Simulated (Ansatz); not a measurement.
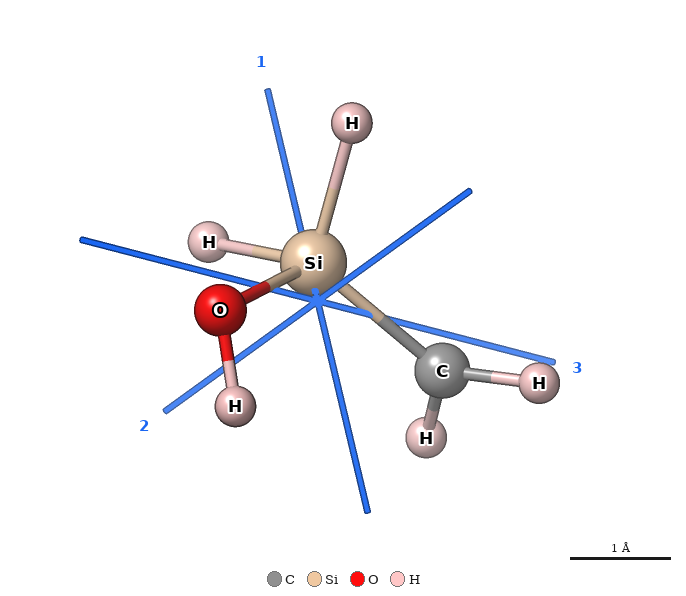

The three principal axes of inertia are drawn and numbered. Distant atoms are faded towards the background colour. State: charge −1, singlet. The computed structure is the end point of a PBE-D4/def2-SVPD optimisation. No frequency run is at hand to confirm it as a minimum. Masses are those of the most abundant isotopes; constants are for the rigid equilibrium geometry.

Question: Which line is the a axis (least moment of inertia), which b and which c?

Answer: a is line 3, b is line 1, c is line 2; the moments are 23.2, 79.3, 93.1 u Å².

Question: What kind of rotor is it, and what are its rotational constants in MHz?

Answer: An asymmetric top (C1): A = 21793, B = 6371, C = 5431 MHz. Ray's parameter κ is −0.89, close to the prolate limit.
